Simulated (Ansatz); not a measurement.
# Sn$_{5}$Se$_{2}$S$_{3}$: what the fields show

```
Sn Se S
1.0
     4.19726    0.00000    0.00000
    -2.09863    3.63494    0.00000
     0.00000    0.00000   51.36448
Sn Se S
15 6 9
Direct
  0.00000 0.00000 0.19891
  0.66667 0.33333 0.53224
  0.33333 0.66667 0.86557
  0.66667 0.33333 0.13443
  0.33333 0.66667 0.46776
  0.00000 0.00000 0.80109
  0.33333 0.66667 0.06450
  0.00000 0.00000 0.39783
  0.66667 0.33333 0.73117
  0.00000 0.00000 0.00000
  0.66667 0.33333 0.33333
  0.33333 0.66667 0.66667
  0.33333 0.66667 0.26883
  0.00000 0.00000 0.60217
  0.66667 0.33333 0.93550
  0.00000 0.00000 0.09949
  0.66667 0.33333 0.43282
  0.33333 0.66667 0.76615
  0.66667 0.33333 0.23385
  0.33333 0.66667 0.56718
  0.00000 0.00000 0.90051
  0.33333 0.66667 0.16667
  0.00000 0.00000 0.50000
  0.66667 0.33333 0.83333
  0.66667 0.33333 0.03227
  0.33333 0.66667 0.36560
  0.00000 0.00000 0.69894
  0.00000 0.00000 0.30106
  0.66667 0.33333 0.63440
  0.33333 0.66667 0.96773
```

Space group R-3m; a structure generated by program, which may or may not match a known phase.

Level of theory: Ansatz, DFT PBE, scalar-relativistic, plane waves, PAW.

Core electrons are frozen (PAW), and the valence fields are smoothed inside the atomic spheres.

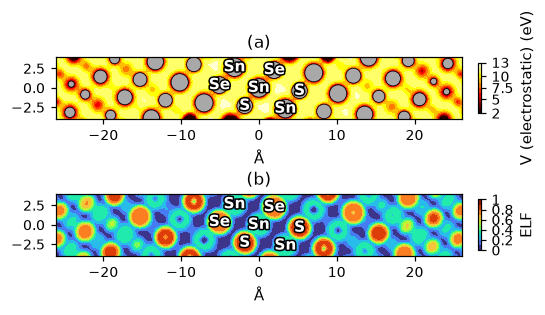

Figure 1. (a) electrostatic potential (local pseudopotential plus Hartree) felt by an electron; (b) electron localisation function on the (111) plane of the conventional cell. Grey discs cover the atomic cores in the potential map.

> Describe what can be read from this map.

- The section cuts through Sn, Se and S sites.
- Atoms just off the plane (Sn, 0.3 Å away, Se, 0.5 Å away and S, 0.3 Å away) can leave unmarked features too.
- Sn–S (2.94 Å): the ELF peaks at about 0.85 in the valence shell of S, 0.8 Å from its nucleus, and drops to about 0.30 between the two atoms.
- Sn–Se (3.02 Å): the ELF is about 0.40 at the midpoint.
- Outside the cores the potential energy rises away from the atoms and is highest about 2.4 Å from the nearest atoms; its zero is arbitrary.

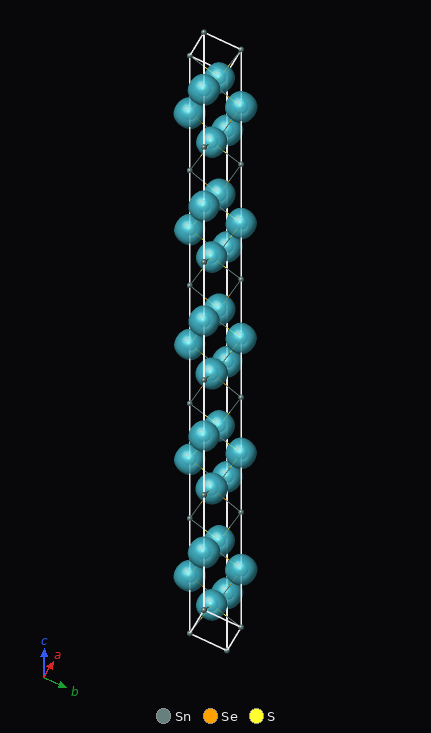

Figure 2. Isosurface of the electron localisation function at 0.65 (cyan), seen at an oblique angle. Only the valence region is drawn (cores and ρ < 0.01 e/Å³ removed). Sticks mark near contacts.

> Identify the bonds, lone pairs and shells in this picture.

At this value the surface marks out nine regions wrapped around S (the valence shell of each) and six regions wrapped around Se (the valence shell of each), counted in one cell of 30 atoms. Any copies at cell faces, edges or corners count once.


Sn–S (2.93 Å): the ELF peaks at about 0.85 in the valence shell of S, 0.8 Å from its nucleus, and drops to about 0.30 between the two atoms.
